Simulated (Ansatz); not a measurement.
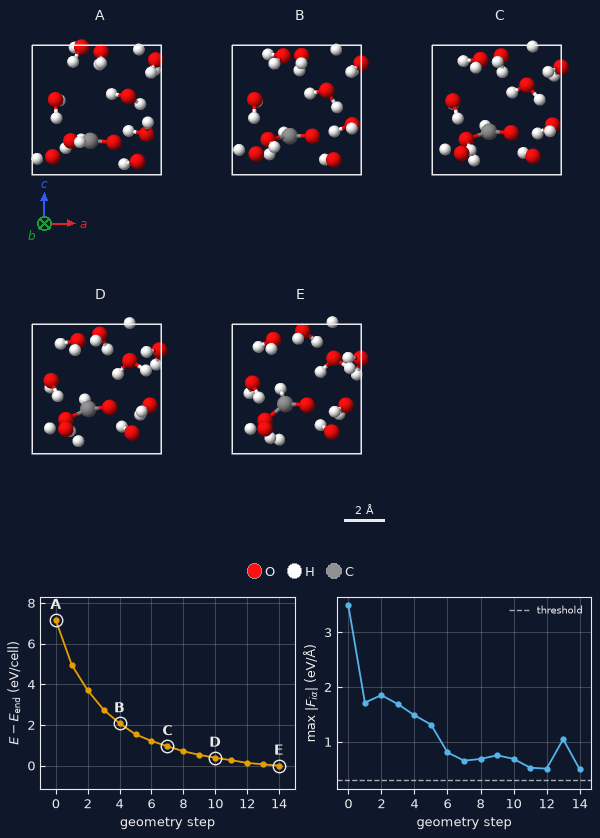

Frames of a relaxation of an amorphous cell of composition H₁₈CO₁₀, marked on the history of the run. Style: ball-and-stick. Shown: the cell of the calculation, along the b axis.

The cell holds 8 H2O + 1 HCOOH. The run prepares the start of a later molecular dynamics calculation, from a guessed geometry.

These are results of Ansatz, DFT PBE-D3(BJ), scalar-relativistic, plane waves, PAW, not measurements. Set-up: plane-wave cutoff 420 eV; k-point mesh 1 × 1 × 1; occupations fermi dirac; smearing width 0.05 eV; no spin polarisation; atoms relaxed in a fixed cell; force threshold 0.3 eV/Å; at most 15 steps.

**What happens along the run?**

The relaxation stopped without meeting its thresholds, so the last structure isn't shown to be converged. It used up its limit of 15 steps. Over 14 geometry steps the energy falls by 7.162 eV per cell of the calculation. The largest force component goes from 3.5 to 0.5 eV/Å. The largest move is that of an H atom, 1.60 Å along [0 −1 3]. By element the largest moves are H 1.60 Å, O 1.29 Å, C 0.91 Å. The lattice vectors keep their values. Some distances before and after: H–O 0.980 → 1.038 Å, H–O 0.969 → 1.007 Å, C–H 1.096 → 1.125 Å, C–O 1.350 → 1.323 Å. Among the angles between lasting bonds that change: C–O–H 106.0° → 114.2°, H–O–H 104.0° → 107.6°, O–C–H 125.5° → 122.1°. From step 0 to 4: an O atom moves most (0.60 Å), energy −5.080 eV per cell of the calculation. From step 4 to 7: an H atom moves most (0.51 Å), energy −1.127 eV per cell of the calculation. From step 7 to 10: an H atom moves most (0.54 Å), energy −0.566 eV per cell of the calculation. From step 10 to 14: an H atom moves most (0.68 Å), energy −0.388 eV per cell of the calculation.

Limits of the set-up: the periodic images lie only 6.5 Å apart, so the values are limited by the cell's size.
